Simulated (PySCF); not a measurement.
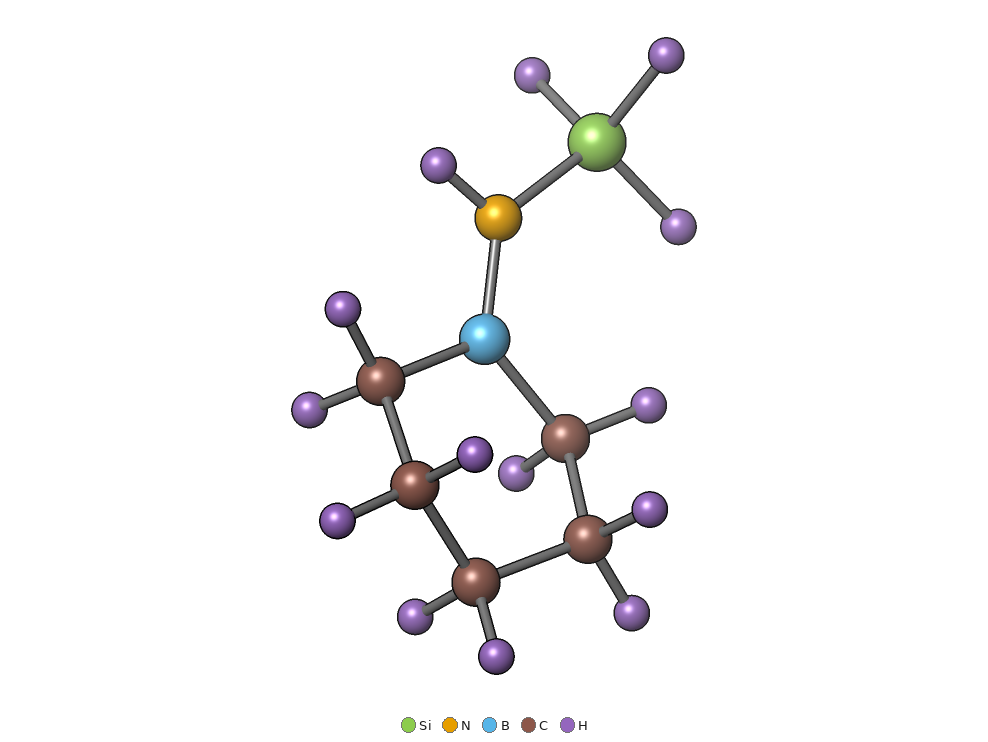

The computed structure is the end point of a PBE0-D3(BJ)/def2-SVP optimisation. No frequency run is at hand to confirm it as a minimum.

Draw it as a skeletal formula.

SMILES: [SiH3]NB1CCCCC1

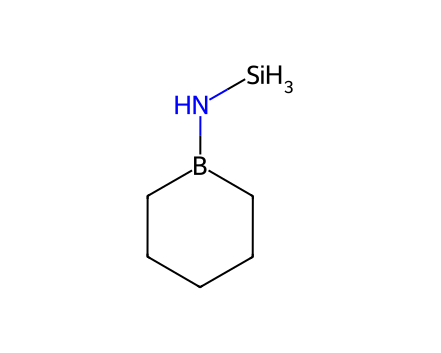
